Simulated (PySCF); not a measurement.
SMILES C[Si](C)(F)F (C2H6F2Si) at its CAM-B3LYP/def2-SVP optimised geometry (Å):

```
11

C     -1.1875    -1.5591    -1.5671
Si    -0.5939    -0.7803     0.0000
C     -1.1871    -1.5624     1.5658
F     -1.0253     0.7803     0.0000
F      1.0253    -0.7803     0.0000
H     -0.8702    -2.6110    -1.6303
H     -0.7818    -1.0282    -2.4412
H     -2.2859    -1.5296    -1.6308
H     -0.7795    -1.0357     2.4416
H     -0.8710    -2.6150     1.6247
H     -2.2853    -1.5321     1.6311
```

Method: CAM-B3LYP/def2-TZVP run with PySCF. Cells within 0.4 Å of a nucleus heavier than hydrogen are left out (blank, or x).

Map of the electrostatic potential (hartree/e), clipped to [-0.08, 0.12] on the plane z = 0.0 Å:

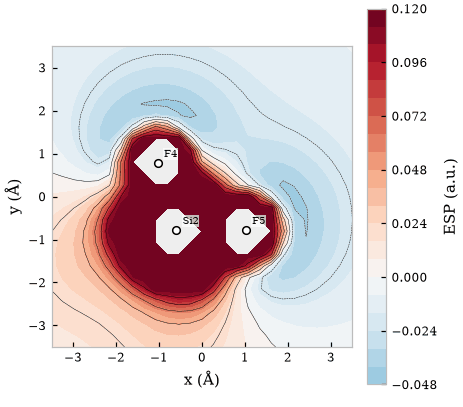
*Electrostatic potential (hartree/e), clipped to [-0.08, 0.12] on the plane z = 0.0 Å.*
